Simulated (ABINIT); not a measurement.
# BN (P6_3/mmc): bands and cutoff in G0W0 with ABINIT

What does each rung of G0W0 on BN (P6_3/mmc) cost, and what does it buy?

Main program and level: ABINIT 10.8.3; PBE and many-body steps on it, plane waves.

## 1. The structure

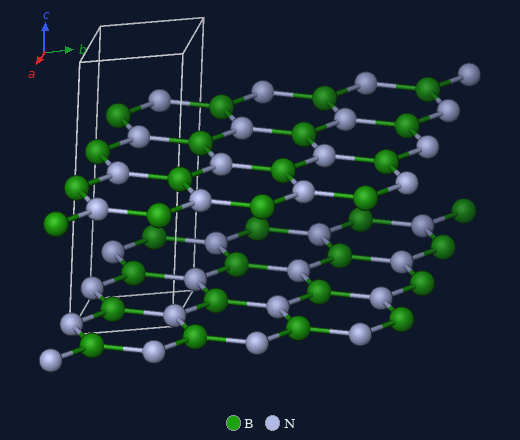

The starting structure, seen slightly off an axis (boron green, nitrogen light blue). 4×4×1 cells are drawn.

Structure file:

```cif
data_structure
_symmetry_space_group_name_H-M 'P6_3/mmc'
_symmetry_Int_Tables_number 194
_cell_length_a 2.5040
_cell_length_b 2.5040
_cell_length_c 6.6612
_cell_angle_alpha 90.000
_cell_angle_beta 90.000
_cell_angle_gamma 120.000
_cell_volume 36.17
loop_
_atom_site_label
_atom_site_type_symbol
_atom_site_symmetry_multiplicity
_atom_site_Wyckoff_symbol
_atom_site_fract_x
_atom_site_fract_y
_atom_site_fract_z
_atom_site_occupancy
B1 B 2 c 0.33333 0.66667 0.25000 1
N1 N 2 d 0.33333 0.66667 0.75000 1
```

The cell and positions come from the Crystallography Open Database and are kept as given unless a step says otherwise.

## 2. Empty states on the mesh, 6×6×2 mesh, 934 bands

This step: ABINIT 10.8.3; DFT, PBE, plane waves, norm-conserving pseudopotentials.

The sums over transitions need many empty states on a uniform mesh; this step solves for them.

Input file run.abi:

```
acell 3*1.0 Angstrom
rprim 
  2.503989999987 0.000000000003 0.000000000000
  -1.251994999996 2.168518950810 0.000000000000
  0.000000000000 0.000000000000 6.661200000000
ntypat 2
znucl 5 7
natom 4
typat 1 1 2 2
xred 
  0.333333333333 0.666666666667 0.250000000000
  0.666666666667 0.333333333333 0.750000000000
  0.333333333333 0.666666666667 0.750000000000
  0.666666666667 0.333333333333 0.250000000000
pp_dirpath "pseudos"
pseudos "B.upf, N.upf"
ecut 36
ngkpt 6 6 2
nshiftk 1
shiftk 0 0 0
kptopt 1
chksymbreak 0
irdden 1
istwfk *1
nband 934
prtvol 0
optdriver 6
gwr_task "HDIAGO"
paral_kgb 0
occopt 1
indata_prefix "in"
outdata_prefix "out"
tmpdata_prefix "tmp"
```

The run is started by

```
$ OMP_NUM_THREADS=1 mpirun -n 8 abinit run.abi > log
```

Output:

```text
.Version 10.8.3 of ABINIT. v10.8.2 released Aug 2026.

 Symmetries : space group P6_3/m m c (#194); Bravais hP (primitive hexag.)
[... echo of the input left out ...]
== DATASET  1 ==================================================================
-   mpi_nproc: 8, omp_nthreads: 1 (-1 if OMP is not activated)

--- !DatasetInfo
iteration_state: {dtset: 1, }
dimensions: {natom: 4, nkpt: 14, mband: 934, nsppol: 1, nspinor: 1, nspden: 1, mpw: 2542, }
cutoff_energies: {ecut:  36.0, pawecutdg:  -1.0, }
[...]
Indirect band gap semiconductor
 Fundamental gap:     4.314 (eV)
   VBM:     2.782 (eV) at k: [ 3.3333E-01,  3.3333E-01,  5.0000E-01]
   CBM:     7.096 (eV) at k: [ 5.0000E-01,  0.0000E+00,  0.0000E+00]
 Direct gap:         4.670 (eV) at k: [ 3.3333E-01,  3.3333E-01,  5.0000E-01]

== END DATASET(S) ==============================================================
================================================================================

 -outvars: echo values of variables after computation  --------
           etotal      0.0000000000E+00
            nband         934
             nkpt          14
          spgroup         194
 [... the other variables as echoed above ...]

 Calculation completed.
```

Run time: 33 s. Hardware: 8 MPI ranks of Arm Neoverse V1, shared host; peak memory 3.4 GiB.

Numbers from this step:

```yaml
gap: 4.314 eV
k_of_the_valence_top: 0.3333, 0.3333, 0.5
k_of_the_conduction_bottom: 0.5, 0, 0
least_direct_gap: 4.670 eV
k_points_computed: 14
lowest_point_of_the_top_converged_band_above_the_valence_top: 483.0147 eV
```

On this mesh the gap is 4.314 eV.

The density comes from a self-consistent run that is not shown.

## 3. Screening, 6×6×2 mesh, 122 bands, screening to 149.7 eV

The RPA dielectric matrix is built and inverted for each q.

This step: RPA screening on PBE, plane waves, norm-conserving pseudopotentials.

run.abi: that of step 2 with these lines changed.

```diff
@@ -22,10 +22,11 @@
 chksymbreak 0
-irdden 1
 istwfk *1
-nband 934
-prtvol 0
-optdriver 6
-gwr_task "HDIAGO"
-paral_kgb 0
 occopt 1
+irdwfk 1
+optdriver 3
+nband 122
+ecuteps 5.5
+inclvkb 2
+awtr 1
+symchi 1
 indata_prefix "in"
```

Output:

```text
.Version 10.8.3 of ABINIT. v10.8.2 released Aug 2026.

 Symmetries : space group P6_3/m m c (#194); Bravais hP (primitive hexag.)
[... echo of the input left out ...]
== DATASET  1 ==================================================================
-   mpi_nproc: 8, omp_nthreads: 1 (-1 if OMP is not activated)

--- !DatasetInfo
iteration_state: {dtset: 1, }
dimensions: {natom: 4, nkpt: 14, mband: 122, nsppol: 1, nspinor: 1, nspden: 1, mpw: 2542, }
cutoff_energies: {ecut:  36.0, pawecutdg:  -1.0, }
electrons: {nelect:   1.60000000E+01, charge:   0.00000000E+00, occopt:   1.00000000E+00, tsmear:   1.00000000E-02, }

 SCREENING: Calculation of the susceptibility and dielectric matrices

 Based on a program developped by R.W. Godby, V. Olevano, G. Onida, and L. Reining.
 Incorporated in ABINIT by V. Olevano, G.-M. Rignanese, and M. Torrent.
.Using double precision arithmetic ; gwpc =  8

[... cell and pseudopotentials left out ...]
--------------------------------------------------------------------------------

 ==== K-mesh for the wavefunctions ====
 Number of points in the irreducible wedge :    14
[... list of points left out ...]
 Together with 24 symmetry operations and time-reversal symmetry
 yields    72 points in the full Brillouin Zone.

 ==== Q-mesh for the screening function ====
 Number of points in the irreducible wedge :    14
[... list of points left out ...]
 Together with 24 symmetry operations and time-reversal symmetry
 yields    72 points in the full Brillouin Zone.

 setmesh: FFT mesh size selected  =    15x   15x   48
          total number of points  =        10800

 vcoul_init : cutoff-mode = AUXILIARY_FUNCTION
 q-points for optical limit:   1
     1)      0.000010    0.000020    0.000030

- screening: taking advantage of time-reversal symmetry
- Maximum band index for partially occupied states nbvw = 8
- Remaining bands to be divided among processors   nbcw = 114
- Number of bands treated by each node ~14

 Number of electrons calculated from density =   16.0000; Expected =   16.0000
 average of density, n =  0.065550
 r_s =    1.5386
 omega_plasma =   24.6969 [eV]

 calculating chi0 at frequencies [eV] :
  1    0.000000E+00    0.000000E+00
  2    0.000000E+00    2.469694E+01

--------------------------------------------------------------------------------
  q-point number  1        q = ( 0.000000, 0.000000, 0.000000) [r.l.u.]
--------------------------------------------------------------------------------
[... chi0 elements left out ...]
 For q-point:  0.000010 0.000020 0.000030
  dielectric constant =   4.2339
  dielectric constant without local fields =   4.5516

  Average fulfillment of the sum rule on Im[epsilon] for q-point    1 :     88.53  [%]
[... wings left out ...]
  q-point number  2        q = ( 0.166667, 0.000000, 0.000000) [r.l.u.]
--------------------------------------------------------------------------------
[... chi0 elements left out ...]
  Average fulfillment of the sum rule on Im[epsilon] for q-point    2 :     92.93  [%]

 [... 12 further q-points ...]
```

Run time: 18 s. Hardware: 8 MPI ranks; peak memory 1.1 GiB.

Numbers from this step:

```yaml
eps_infinity_with_local_fields_on_this_mesh_along_the_program_s_q_direction: 4.234
the_same_without_local_fields: 4.552
plasma_frequency: 24.70 eV
plane_waves_in_the_screening_matrix: 151
```

Local fields lower ε∞ by 7 %. On a Γ-centred mesh this coarse the value itself is usually too large, while a short band sum pulls it down.

## 4. 122 bands, 149.7 eV

The self-energy is evaluated for the states that the input lists, and the levels follow from it, in one-shot runs by the linearised quasiparticle equation.

This step: G0W0 on PBE, plane waves, norm-conserving pseudopotentials.

run.abi: that of step 3 with these lines changed.

```diff
@@ -25,8 +25,23 @@
 irdwfk 1
-optdriver 3
+optdriver 4
 nband 122
+gwcalctyp 0
+ecutsigx 36
+symsigma 1
+nkptgw 5
+kptgw 
+  0.3333333333 0.3333333333 0.5000000000
+  0.5000000000 0.0000000000 0.0000000000
+  0.0000000000 0.0000000000 0.0000000000
+  0.0000000000 0.0000000000 0.5000000000
+  0.5000000000 0.0000000000 0.5000000000
+bdgw 
+  7 10
+  7 10
+  7 10
+  5 10
+  7 10
 ecuteps 5.5
-inclvkb 2
-awtr 1
-symchi 1
+irdscr 1
+ppmodel 1
 indata_prefix "in"
```

Output:

```text
.Version 10.8.3 of ABINIT. v10.8.2 released Aug 2026.

 Symmetries : space group P6_3/m m c (#194); Bravais hP (primitive hexag.)
[... echo of the input left out ...]
== DATASET  1 ==================================================================
-   mpi_nproc: 8, omp_nthreads: 1 (-1 if OMP is not activated)

--- !DatasetInfo
iteration_state: {dtset: 1, }
dimensions: {natom: 4, nkpt: 14, mband: 122, nsppol: 1, nspinor: 1, nspden: 1, mpw: 2542, }
cutoff_energies: {ecut:  36.0, pawecutdg:  -1.0, }
electrons: {nelect:   1.60000000E+01, charge:   0.00000000E+00, occopt:   1.00000000E+00, tsmear:   1.00000000E-02, }

 SIGMA: Calculation of the GW corrections

 Based on a program developped by R.W. Godby, V. Olevano, G. Onida, and L. Reining.
 Incorporated in ABINIT by V. Olevano, G.-M. Rignanese, and M. Torrent.
.Using double precision arithmetic ; gwpc =  8

[... cell and pseudopotentials left out ...]
--------------------------------------------------------------------------------

 ==== K-mesh for the wavefunctions ====
 Number of points in the irreducible wedge :    14
[... list of points left out ...]
 Together with 24 symmetry operations and time-reversal symmetry
 yields    72 points in the full Brillouin Zone.

 ==== Q-mesh for screening function ====
 Number of points in the irreducible wedge :    14
[... list of points left out ...]
 Together with 24 symmetry operations and time-reversal symmetry
 yields    72 points in the full Brillouin Zone.

 vcoul_init : cutoff-mode = AUXILIARY_FUNCTION
 q-points for optical limit:   1
     1)      0.000010    0.000020    0.000030
 setmesh: FFT mesh size selected  =    24x   24x   72
          total number of points  =        41472

 Number of electrons calculated from density =   16.0000; Expected =   16.0000
 average of density, n =  0.065550
 r_s =    1.5386
 omega_plasma =   24.6969 [eV]

 === KS Band Gaps ===
  >>>> For spin  1
   Minimum direct gap =   4.6696 [eV], located at k-point      :   0.3333  0.3333  0.5000
   Fundamental gap    =   4.3142 [eV], Top of valence bands at :   0.3333  0.3333  0.5000
                                       Bottom of conduction at :   0.5000  0.0000  0.0000
 SIGMA fundamental parameters:
 PLASMON POLE MODEL  1
 number of plane-waves for SigmaX                 2481
 number of plane-waves for SigmaC and W            151
 number of plane-waves for wavefunctions          2481
 number of bands                                   122
 number of independent spin polarizations            1
 number of spinorial components                      1
 number of k-points in IBZ                          14
 number of q-points in IBZ                          14
 number of symmetry operations                      24
 number of k-points in BZ                           72
 number of q-points in BZ                           72
 number of frequencies for dSigma/dE                 9
 frequency step for dSigma/dE [eV]                0.25
 number of omega for Sigma on real axis              0
 max omega for Sigma on real axis  [eV]           0.00
 zcut for avoiding poles [eV]                     0.10

 EPSILON^-1 parameters (SCR file):
 dimension of the eps^-1 matrix on file            151
 dimension of the eps^-1 matrix used               151
 number of plane-waves for wavefunctions          2481
 number of bands                                   122
 number of q-points in IBZ                          14
 number of frequencies                               2
 number of real frequencies                          1
 number of imag frequencies                          1

 matrix elements of self-energy operator (all in [eV])

 Perturbative Calculation

--- !SelfEnergy_ee
iteration_state: {dtset: 1, }
kpoint     : [   0.333,    0.333,    0.500, ]
spin       : 1
KS_gap     :    4.670
QP_gap     :    6.105
Delta_QP_KS:    1.436
data: !SigmaeeData |
     Band     E0 <VxcDFT>   SigX SigC(E0)      Z dSigC/dE  Sig(E)    E-E0       E
        7   2.782 -16.631 -20.009   2.538   0.802  -0.247 -17.304  -0.673   2.108
        8   2.782 -16.631 -20.009   2.538   0.802  -0.247 -17.304  -0.673   2.108
        9   7.451 -10.920  -5.614  -4.385   0.828  -0.208 -10.158   0.762   8.214
       10   7.451 -10.920  -5.614  -4.385   0.828  -0.208 -10.158   0.762   8.214

--- !SelfEnergy_ee
iteration_state: {dtset: 1, }
kpoint     : [   0.500,    0.000,    0.000, ]
spin       : 1
KS_gap     :    4.750
QP_gap     :    6.129
Delta_QP_KS:    1.379
data: !SigmaeeData |
     Band     E0 <VxcDFT>   SigX SigC(E0)      Z dSigC/dE  Sig(E)    E-E0       E
        7   1.355 -14.859 -18.688   2.652   0.802  -0.247 -15.803  -0.944   0.411
        8   2.345 -16.390 -19.991   2.675   0.800  -0.250 -17.131  -0.741   1.604
[...]
--- !SelfEnergy_ee
iteration_state: {dtset: 1, }
kpoint     : [   0.000,    0.000,    0.000, ]
spin       : 1
KS_gap     :    6.581
QP_gap     :    7.666
Delta_QP_KS:    1.085
data: !SigmaeeData |
     Band     E0 <VxcDFT>   SigX SigC(E0)      Z dSigC/dE  Sig(E)    E-E0       E
[...]
--- !SelfEnergy_ee
iteration_state: {dtset: 1, }
kpoint     : [   0.000,    0.000,    0.500, ]
spin       : 1
KS_gap     :    8.934
QP_gap     :   10.416
Delta_QP_KS:    1.483
data: !SigmaeeData |
     Band     E0 <VxcDFT>   SigX SigC(E0)      Z dSigC/dE  Sig(E)    E-E0       E
[...]
--- !SelfEnergy_ee
iteration_state: {dtset: 1, }
kpoint     : [   0.500,    0.000,    0.500, ]
spin       : 1
KS_gap     :    5.686
QP_gap     :    7.262
Delta_QP_KS:    1.576
data: !SigmaeeData |
     Band     E0 <VxcDFT>   SigX SigC(E0)      Z dSigC/dE  Sig(E)    E-E0       E
[...]
8   1.868 -15.636 -19.342   2.655   0.801  -0.248 -16.478  -0.842   1.026
        9   7.554 -10.994  -5.945  -4.166   0.832  -0.203 -10.260   0.734   8.288
       10   7.554 -10.994  -5.945  -4.166   0.832  -0.203 -10.260   0.734   8.288

== END DATASET(S) ==============================================================
================================================================================

 -outvars: echo values of variables after computation  --------
           etotal      0.0000000000E+00
            nband         122
             nkpt          14
          spgroup         194
 [... the other variables as echoed above ...]

 Calculation completed.
```

The job ended after 11 s (8 MPI ranks; peak memory 1.1 GiB).

Numbers from this step:

| Item | Value |
| --- | --- |
| G0W0 gap on the mesh | 5.626 eV |
| starting gap on the mesh | 4.314 eV |
| k of the valence top | 0.3333, 0.3333, 0.5 |
| k of the conduction bottom | 0.5, 0, 0 |
| Z at the valence top | 0.802 |
| Z at the conduction bottom | 0.836 |
| least direct G0W0 gap on the computed points | 6.106 eV |

The gap on the mesh goes from 4.31 eV to 5.63 eV, a correction of +1.31 eV.

## 5. Screening, 6×6×2 mesh, 190 bands, screening to 203.5 eV

This step: RPA screening on PBE, plane waves, norm-conserving pseudopotentials.

run.abi: that of step 4 with these lines changed.

```diff
@@ -25,23 +25,8 @@
 irdwfk 1
-optdriver 4
-nband 122
-gwcalctyp 0
-ecutsigx 36
-symsigma 1
-nkptgw 5
-kptgw 
-  0.3333333333 0.3333333333 0.5000000000
-  0.5000000000 0.0000000000 0.0000000000
-  0.0000000000 0.0000000000 0.0000000000
-  0.0000000000 0.0000000000 0.5000000000
-  0.5000000000 0.0000000000 0.5000000000
-bdgw 
-  7 10
-  7 10
-  7 10
-  5 10
-  7 10
-ecuteps 5.5
-irdscr 1
-ppmodel 1
+optdriver 3
+nband 190
+ecuteps 7.48
+inclvkb 2
+awtr 1
+symchi 1
 indata_prefix "in"
```

Output:

```text
.Version 10.8.3 of ABINIT. v10.8.2 released Aug 2026.

 Symmetries : space group P6_3/m m c (#194); Bravais hP (primitive hexag.)
[... echo of the input left out ...]
== DATASET  1 ==================================================================
-   mpi_nproc: 8, omp_nthreads: 1 (-1 if OMP is not activated)

--- !DatasetInfo
iteration_state: {dtset: 1, }
dimensions: {natom: 4, nkpt: 14, mband: 190, nsppol: 1, nspinor: 1, nspden: 1, mpw: 2542, }
cutoff_energies: {ecut:  36.0, pawecutdg:  -1.0, }
electrons: {nelect:   1.60000000E+01, charge:   0.00000000E+00, occopt:   1.00000000E+00, tsmear:   1.00000000E-02, }

 SCREENING: Calculation of the susceptibility and dielectric matrices

 Based on a program developped by R.W. Godby, V. Olevano, G. Onida, and L. Reining.
 Incorporated in ABINIT by V. Olevano, G.-M. Rignanese, and M. Torrent.
.Using double precision arithmetic ; gwpc =  8

[... cell and pseudopotentials left out ...]
--------------------------------------------------------------------------------

 ==== K-mesh for the wavefunctions ====
 Number of points in the irreducible wedge :    14
[... list of points left out ...]
 Together with 24 symmetry operations and time-reversal symmetry
 yields    72 points in the full Brillouin Zone.

 ==== Q-mesh for the screening function ====
 Number of points in the irreducible wedge :    14
[... list of points left out ...]
 Together with 24 symmetry operations and time-reversal symmetry
 yields    72 points in the full Brillouin Zone.

 setmesh: FFT mesh size selected  =    15x   15x   50
          total number of points  =        11250

 vcoul_init : cutoff-mode = AUXILIARY_FUNCTION
 q-points for optical limit:   1
     1)      0.000010    0.000020    0.000030

- screening: taking advantage of time-reversal symmetry
- Maximum band index for partially occupied states nbvw = 8
- Remaining bands to be divided among processors   nbcw = 182
- Number of bands treated by each node ~22

 Number of electrons calculated from density =   16.0000; Expected =   16.0000
 average of density, n =  0.065550
 r_s =    1.5386
 omega_plasma =   24.6969 [eV]

 calculating chi0 at frequencies [eV] :
  1    0.000000E+00    0.000000E+00
  2    0.000000E+00    2.469694E+01

--------------------------------------------------------------------------------
  q-point number  1        q = ( 0.000000, 0.000000, 0.000000) [r.l.u.]
--------------------------------------------------------------------------------
[... chi0 elements left out ...]
 For q-point:  0.000010 0.000020 0.000030
  dielectric constant =   4.2277
  dielectric constant without local fields =   4.5523

  Average fulfillment of the sum rule on Im[epsilon] for q-point    1 :     93.50  [%]
[... wings left out ...]
  q-point number  2        q = ( 0.166667, 0.000000, 0.000000) [r.l.u.]
--------------------------------------------------------------------------------
[... chi0 elements left out ...]
  Average fulfillment of the sum rule on Im[epsilon] for q-point    2 :     96.34  [%]

 [... 12 further q-points ...]
```

Elapsed: 32 s, on 8 MPI ranks; peak memory 1.3 GiB.

Numbers from this step:

```
ε∞ with local fields, on this mesh, along the program's q direction : 4.228
the same without local fields                                       : 4.552
plasma frequency                                                    : 24.70 eV
plane waves in the screening matrix                                 : 225
```

(Part 1 of 2 ends here.)

[Paths, hosts, dates, memory and timing lines, banners, echoed tables and standing remarks are left out of the program output.]

[Logs are printed without paths, hosts, clocks, repeated set-up lines and the standing remarks that a program may print on its own settings, such as how far it seeks lower states.]

[Runs of the session that timed out or met a known fault of the program may be left out.]

[Hosts, paths, dates, database ids (printed as entryN), source tags and the programs' standing remarks are cut or masked in the printed files.]

[G0W0 gaps are taken among the corrected bands and points alone; a level outside them can change the order at an edge.]

[Where Ansatz stands beside ABINIT at settings called matched, ABINIT's density can come from a denser mesh and the files from another edition; pairs whose starting gaps differed by over 0.03 eV were left out, so agreement reads better than it is.]
